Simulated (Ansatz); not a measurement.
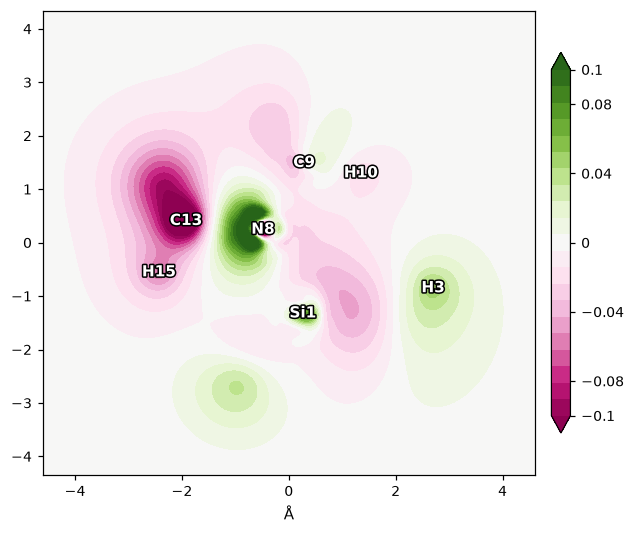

The picture shows: C3H9F2NSi. The HOMO on the plane of atoms Si1, N8 and C9 (values in Å⁻³ᐟ²; the overall sign is arbitrary).

Theory: Ansatz, RKS B3LYP/6-31G.

The calculation's input:

```
crystal:
  periodic: [false, false, false]
  atoms:
    - { symbol: Si, position_ang: [0.0, 0.0, 0.0] }
    - { symbol: C, position_ang: [0.0, 0.0, 1.87] }
    - { symbol: H, position_ang: [-0.9996, -0.3092, 2.2405] }
    - { symbol: H, position_ang: [0.7676, -0.7111, 2.2405] }
    - { symbol: H, position_ang: [0.232, 1.0203, 2.2405] }
    - { symbol: F, position_ang: [1.4994, 0.0, -0.5295] }
    - { symbol: F, position_ang: [-0.7489, 1.2974, -0.5295] }
    - { symbol: "N", position_ang: [-0.8572, -1.4851, -0.6061] }
    - { symbol: C, position_ang: [-1.5991, -2.3398, 0.332] }
    - { symbol: H, position_ang: [-1.2218, -2.1735, 1.3626] }
    - { symbol: H, position_ang: [-2.6791, -2.0872, 0.2887] }
    - { symbol: H, position_ang: [-1.4574, -3.4051, 0.0541] }
    - { symbol: C, position_ang: [-0.8082, -1.8308, -2.034] }
    - { symbol: H, position_ang: [-1.6103, -1.2865, -2.5747] }
    - { symbol: H, position_ang: [0.1794, -1.5432, -2.4511] }
    - { symbol: H, position_ang: [-0.9565, -2.9241, -2.1559] }
basis:
  gaussian: { orbitals: "6-31G" }
hamiltonian:
  xc: b3lyp
relax:
  f_tol: 0.02
  max_steps: 40
output:
  orbitals: {}
```

Run with:

```sh
ansatz run input.yaml --threads 1 --pin off --max-ram 2048MiB --backend cpu --events-out ev --progress --plain --runs-dir out
```

The fields are those of the run's last geometry, not of the input's.

Describe this orbital and give its energy.

By Hirshfeld shares it lies mainly on N8 (about 55 %), C13 (about 10 %) and C9 (about 5 %). Its energy is −6.52 eV.
